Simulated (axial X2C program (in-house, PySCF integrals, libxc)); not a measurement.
Relativistic diatomic calculation for TlSr⁻

- system: TlSr⁻, single determinant with M_S = 1 and |Λ| = 0.
- method: LDA, spin-free X2C-1e, Tl dyall-av2z, Sr dyall-av2z (cores contracted) (axial X2C program (in-house, PySCF integrals, libxc))

### Input file
```
{"zs": [81, 38], "q": -1, "bas": ["dyall-av2z", "dyall-av2z"], "levels": ["PBE0", "HF", "LDA", "BHandHLYP"], "cc": false, "r0": 5.593, "npts": 10, "nst": 2, "ntry": 6}
```

The line is the task of a batch: nuclear charges, charge, bases, the levels to run, a first guess of the distance and further settings. This report covers LDA without spin-orbit coupling. The log is that of the reference distance 3.283 Å.

Hardware: 1 thread of Arm Neoverse N1, 90 GiB of memory available, shared host.

Launched within a batch (the task file carries these settings):
```bash
python <driver script> task.json out
```

### Output
```
spin-free X2C-1e  LDA
basis functions 222  fitting functions 1277  grid points 5806
iter        total energy     max residual
   1     -23412.717423140     2.68e+00
   2     -23412.741306694     2.79e-02
   3     -23412.742334423     9.80e-02
   4     -23412.742615961     1.60e-02
   5     -23412.742729278     3.62e-02
   6     -23412.742795829     1.23e-02
   7     -23412.742812226     8.38e-03
   8     -23412.742815100     2.69e-03
   9     -23412.742816198     2.80e-03
  10     -23412.742816620     8.13e-04
  11     -23412.742816737     6.61e-04
  12     -23412.742816779     2.68e-04
  13     -23412.742816791     1.25e-04
  14     -23412.742816795     5.52e-05
  15     -23412.742816796     4.95e-06
converged
one-electron -33129.77395338  Coulomb 9697.10050974  exact exchange 0.00000000  xc functional -476.20323097  nuclear repulsion 496.13385782
```

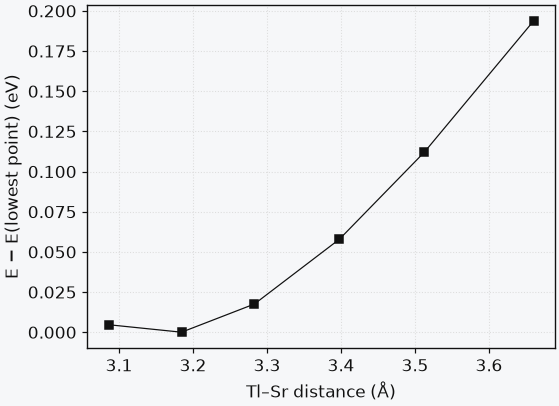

Fig. 1: Energy at 6 bond lengths, for one set of occupations held fixed; the line joins the points. The lowest point is at 3.18 Å; the points are too few or too rough near it for spectroscopic constants. The lowest point lies 1.33 eV below Tl⁻ + Sr.

### Outcome

```
                    quantity                                      value
                     outcome  converged; a filled level lies above zero
largest ⟨S²⟩ along the curve                                       2.03
                   wall time                                      5.1 s
                 peak memory                                   0.55 GiB
```

### What is odd here

One thing in this input was made odd on purpose: far start. The program ran to the end. Its numbers are those of the input as typed; this run alone doesn't show how far the oddity moves them. The highest filled level (LDA, up to 0.72 eV) lies above zero. That is common for anions, where the functional's self-interaction leaves the outer electrons unbound; only the finite basis holds them, so such levels depend on it. Limits: 6 of the 10 points asked for were kept.
